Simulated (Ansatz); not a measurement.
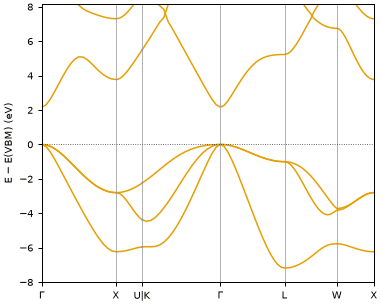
Figure. Band structure from the program Ansatz at the r²SCAN level (PAW)

### Question
Read off the gap and where the band edges lie.

### Answer
About 2.2 eV (2.17 eV by a search for the band edges); maximum at Γ, minimum at Γ.

The material is GaN (zinc blende, space group No. 216).

Space group F-43m (zinc blende). The r²SCAN relaxation kept the symmetry of its start; phonons on a q-mesh show no instability. Scalar-relativistic: spin–orbit coupling is off unless named, which matters more the heavier the elements.

Potentials: the earlier of the program's two PAW sets.
